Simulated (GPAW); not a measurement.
# STM contrast on O/Al(110), part 2 of 2

What would a tunnelling microscope show on O/Al(110)?

GPAW 26.7.0; GPAW, PAW setups; slab in vacuum, relaxation (the session's first sound run).

So far. Step 2 (Relaxation): The relaxation lowered the energy of the cell by 1.29 eV (energies extrapolated to zero smearing; the optimiser's log prints free energies). The largest force left on a free atom is 0.021 eV/Å.

### 3. The slab's potential (continued)

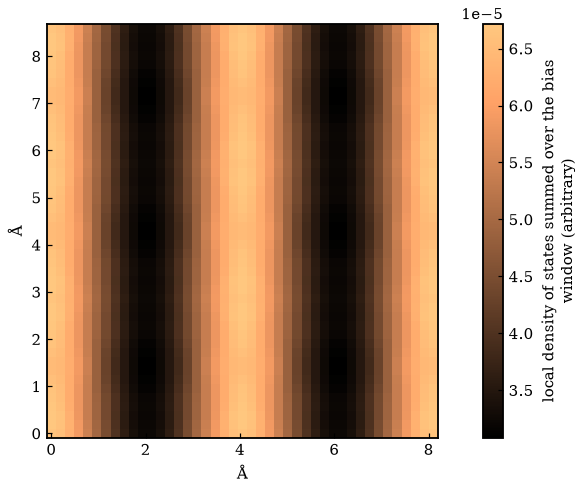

Local density of states summed over the bias window over a1 and a2. Sample bias -1.5 V, constant height 3.5 Å over the top atom. The cell is repeated, with its origin at the lower left corner.

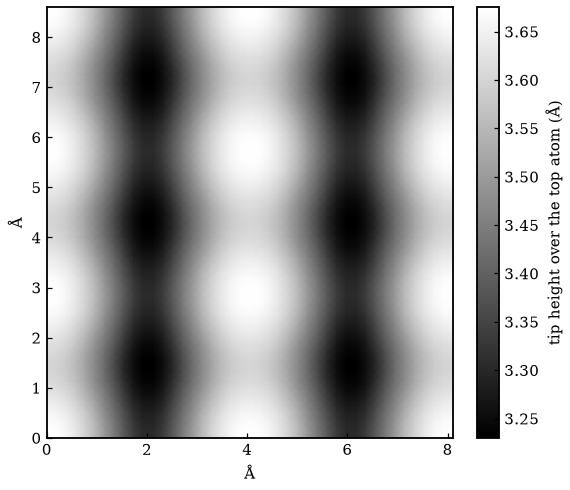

Tip height over the top atom over a1 and a2. Sample bias 2 V, constant current at the mean current 3.5 Å over the top atom. The cell is repeated, with its origin at the lower left corner.

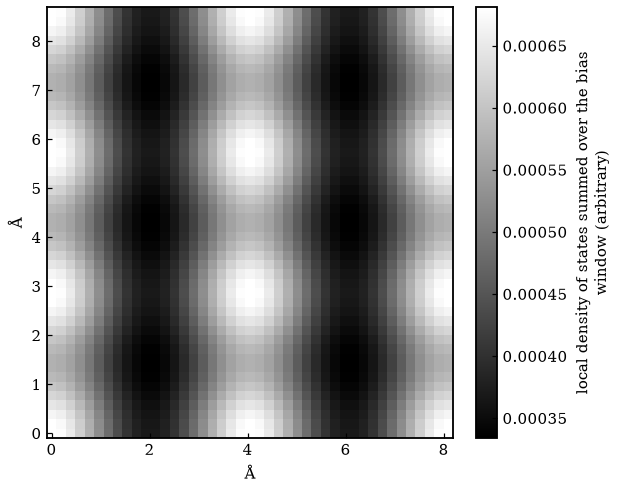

Local density of states summed over the bias window over a1 and a2. Sample bias 2 V, constant height 3.5 Å over the top atom. The cell is repeated, with its origin at the lower left corner.

Force by atom:

| atom | x (eV/Å) | y (eV/Å) | z (eV/Å) | size |
| --- | --- | --- | --- | --- |
| Al1 | 0.000 | 0.000 | 0.268 | 0.268 |
| Al2 | 0.000 | 0.000 | -0.156 | 0.156 |
| Al3 | 0.000 | 0.000 | -0.002 | 0.002 |
| Al4 | 0.000 | 0.000 | -0.021 | 0.021 |
| Al5 | 0.000 | 0.000 | 0.004 | 0.004 |
| O6 | 0.000 | 0.000 | 0.008 | 0.008 |

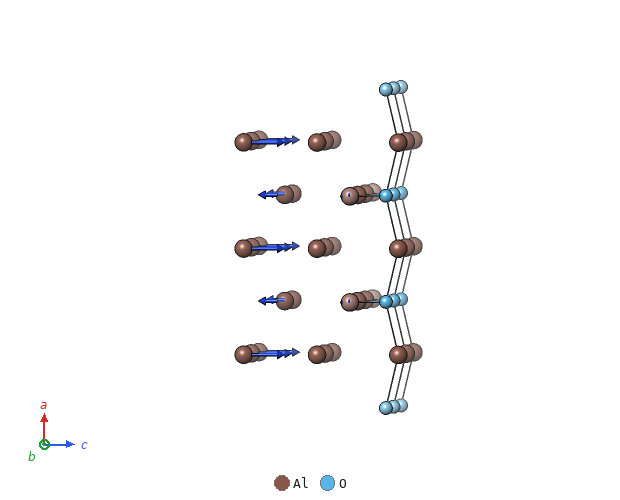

Force as arrows, the longest 0.268 eV/Å. 2×2×1 cells are drawn. Some periodic images of atoms are drawn too.

The potential is flat to 3.8e-4 eV/Å where it is read, so the vacuum is wide enough.

### 4. A changed run

One more run, with changed settings.

Contents of run.py:

```python
import json
import numpy as np
from ase import Atoms
from gpaw import GPAW, PW

slab = Atoms(
    ['Al', 'Al', 'Al', 'Al', 'Al', 'O'],
    positions=[
        [0.00000, 0.00000, 9.00000],
        [2.02500, 1.43189, 10.43189],
        [0.00000, 0.00000, 11.81173],
        [2.02500, 1.43189, 13.21816],
        [0.00000, 0.00000, 14.92786],
        [2.02500, -0.00000, 14.45060]],
    cell=[[4.05, 0.0, 0.0], [0.0, 2.86378, 0.0], [0.0, 0.0, 24.22756]],
    pbc=[True, True, False])

slab.calc = GPAW(mode=PW(500), xc='PBE', kpts={'size': (8, 11, 1), 'gamma': True},
                 occupations={'name': 'fermi-dirac', 'width': 0.1}, nbands='200%',
                 convergence={'density': 1e-05}, maxiter=6,
                 poissonsolver={'dipolelayer': 'xy'},
                 symmetry={'tolerance': 1e-3}, txt='slab.txt')
result = {}
energy = slab.get_potential_energy()
fermi = slab.calc.get_fermi_level()
v = slab.calc.get_electrostatic_potential().mean((0, 1)) - fermi
n = slab.calc.get_pseudo_density().mean((0, 1))
L = slab.cell[2, 2]
z = np.arange(len(v)) * L / len(v)
low, high = slab.positions[:, 2].min(), slab.positions[:, 2].max()
below, above = np.interp([low - 6.8, high + 6.8], z, v)
slopes = [np.interp(x, z, np.gradient(v, z)) for x in (low - 6.8, high + 6.8)]
eps = np.array([[slab.calc.get_eigenvalues(k, s) for k in range(len(slab.calc.get_ibz_k_points()))]
                for s in range(slab.calc.get_number_of_spins())]) - fermi
top, bottom = eps[eps < 0].max(), eps[eps > 0].min()
dipole = slab.get_dipole_moment()[2]
print(f'energy {energy:.4f} eV, Fermi level {fermi:.4f} eV, dipole {dipole:.5f} e A')
print(f'potential 6.8 A off the faces, from the Fermi level: lower {below:.4f} eV, upper {above:.4f} eV')
print(f'slope of the potential there: lower {slopes[0]:.5f}, upper {slopes[1]:.5f} eV/A')
print(f'nearest levels on the mesh: {top:.4f} and {bottom:.4f} eV')
print('magnetic moment', round(slab.get_magnetic_moment(), 3))
result.update(energy=energy, fermi=fermi, dipole=dipole, below=below, above=above, slopes=slopes, edges=[top, bottom],
              z=z.tolist(), v=v.tolist(), n=n.tolist(), positions=slab.positions.tolist(),
              forces=slab.get_forces(apply_constraint=False).tolist(), moments=slab.get_magnetic_moments().tolist())
json.dump(result, open('result.json', 'w'))
```

The run is started by

```console
OMP_NUM_THREADS=1 OPENBLAS_NUM_THREADS=1 python run.py
```

The program printed:

```text
gpaw.KohnShamConvergenceError
```

Wall time 35 s (1 thread of Arm Neoverse V2, shared host); peak memory 0.31 GiB.

No converged result was reached; the numbers in the log don't describe the system.

The fault put into the input: too few SCF iterations (maxiter = 6).

### 5. Results

| Property | Result |
| --- | --- |
| work function, upper and lower face | 3.829 and 3.897 eV |
| dipole along the normal | 0.00436 e Å |
| corrugation at -1.5 V | 0.367 Å |
| corrugation at 2 V | 0.447 Å |

The corrugation at constant current is largest at 2 V, where the tip height varies by 0.45 Å over the cell. Negative sample bias images filled states, positive bias empty ones. The two faces differ by 0.068 eV, the step that the slab's dipole makes (e p/(ε0 A) gives 0.068 eV), so the dipole layer is needed. The images are of Tersoff-Hamann type: an s-wave tip, no tip-sample forces, heights closer than in a microscope. The cell of 11.6 Å² holds one O, started on one chosen site; other sites and coverages weren't tried. The in-plane lattice was kept as typed, which isn't the functional's own and leaves some strain; spin-orbit coupling and temperature are left out.

[Logs are printed without paths, hosts, clocks, repeated set-up lines and the standing remarks that a program may print on its own settings, such as how far it seeks lower states.]

[Hosts, paths, dates, database ids (printed as entryN), source tags and the programs' standing remarks are cut or masked in the printed files.]
